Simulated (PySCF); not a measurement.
Al2(mu-H)2(Me)4, C₄H₁₄Al₂, singlet, GFN2-xTB optimised geometry. Atoms within 1.6 Å of the plane z = 0.0 Å (x, y, z in Å): Al1 (-0.19, 0.19, 0.00), H3 (1.62, 0.19, 0.00), C4 (-0.91, -1.37, -0.99), H5 (-1.30, -2.15, -0.32), C8 (-0.67, 2.11, 0.00), H9 (-1.69, 2.34, 0.32), H10 (-0.52, 2.63, -0.95), H11 (0.00, 2.60, 0.72), H15 (3.38, -2.35, 1.38), H16 (1.69, -2.63, 1.01).

Calculation: CAM-B3LYP/def2-SVP (PySCF). Cells within 0.4 Å of a nucleus heavier than hydrogen are left out (blank, or x).

Map of the electron localisation function on the plane z = 0.0 Å:

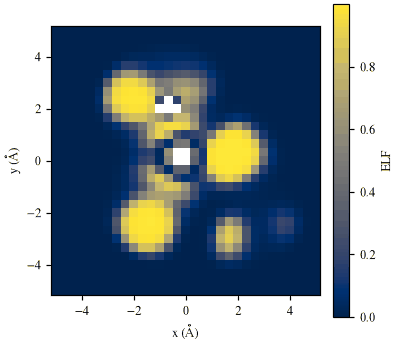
Fig. 1. Electron localisation function on the plane z = 0.0 Å.
